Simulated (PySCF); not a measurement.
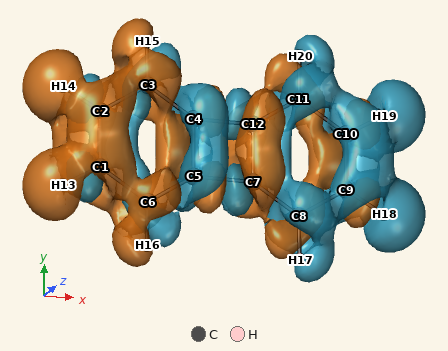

C₁₂H₈, SMILES `c1ccc2c(c1)c1ccccc12`. Change of the electron density in a uniform field of 0.41 V/Å, surfaces at ±0.003 e/Å³ (light blue: gain, orange: loss).

Computed with PySCF, HF/def2-SVP, geometry: GFN2-xTB. This is a single-reference result, which may miss multireference character in this system. No frequency check shows the geometry to be a minimum. A basis without diffuse functions makes polarisabilities too small.

The field was applied in both directions; the picture shows the one opposite to the script's first.

Q: Along which Cartesian direction does the field point?

A: Along −x: electrons gather on the +x side, against the field.

Q: What dipole is induced, and what polarisability does it imply?

A: The induced dipole is 3.88 D (along the field); α along this axis, from the fields in both directions, is 191 bohr³ (28.2 Å³).

Cost of the run: 12 s on 1 thread of Intel(R) Xeon(R) 6975P-C (Granite Rapids) (shared host), peak memory 0.82 GiB.
